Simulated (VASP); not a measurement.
Band structure of Bi2O3 (space group Pm). Level of theory: LDA (Ceperley-Alder, Perdew-Zunger), VASP's LDA PAW potentials (set 64) (plane waves; VASP).

Unless said otherwise, spin-orbit coupling is left out, though it shifts the bands of the heavy elements here.

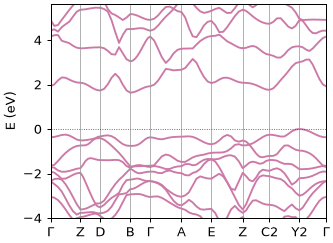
Figure: Bands along high-symmetry lines, zero at the valence-band maximum or, without a gap, the Fermi level

### Question
Read the plot: is there a gap, and where are the band edges?

### Answer
The gap is indirect, 1.63 eV, from the valence maximum at Y2 to the conduction minimum at B. (Edges off the drawn lines would not show.)

The structure comes from a computed database's Bi2O3 entry (Pm); how it stands against other phases isn't given here. It was relaxed first, which changed the volume by -5 %.
